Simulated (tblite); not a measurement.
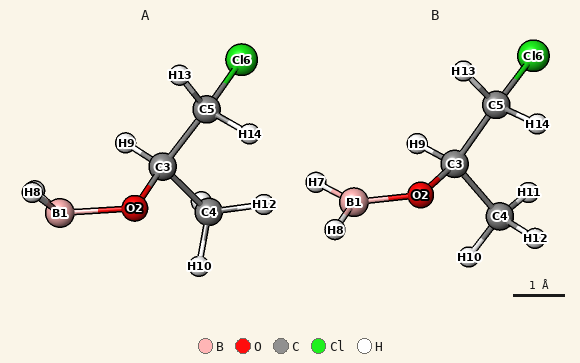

Two geometries of C₃H₈BClO, drawn at one scale. One is the start of a relaxation, the other its converged end. Style: ball-and-stick. Shown at a tilt.

Method: tblite 0.8.0, GFN2-xTB geometry optimisation, gas phase. 

> Which of the two is the end point?

Structure B is the relaxed one. After 96 geometry steps the energy has fallen by 137.6 kJ/mol. H12 moves most after the best rigid fit: 0.90 Å. Largest moves by element: H 0.90 Å, O 0.27 Å, B 0.26 Å, C 0.16 Å, Cl 0.13 Å. Some distances before and after: B1–O2 1.475 → 1.323 Å, C4–H11 1.133 → 1.086 Å, B1–H8 1.208 → 1.171 Å, O2–C3 1.377 → 1.413 Å. Among the angles between lasting bonds that change: B1–O2–C3 114.0° → 124.9°, H7–B1–H8 112.4° → 122.3°, O2–C3–C5 114.5° → 106.8°. Groups turn about C3–C4 by about 45°.
